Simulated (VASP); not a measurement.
Band structure of Zn4S3Te (ordered alloy cell). Level of theory: PBEsol GGA, VASP's PBE PAW potentials (set 64) (plane waves; VASP).

Unless said otherwise, spin-orbit coupling is left out, though it shifts the bands of the heavy elements here.

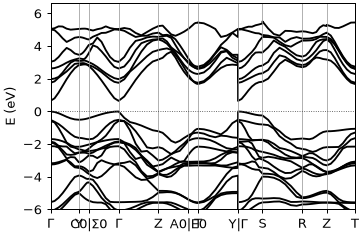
Figure: Bands along high-symmetry lines, zero at the valence-band maximum or, without a gap, the Fermi level

Task: Read the plot: is there a gap, and where are the band edges?

Result: The gap is direct, 0.65 eV, from the valence maximum at Γ to the conduction minimum at Γ. (Edges off the drawn lines would not show.)

The structure was generated: Zn4S3Te was put into an ordered model structure (Amm2), which need not be its known phase. It was relaxed first.
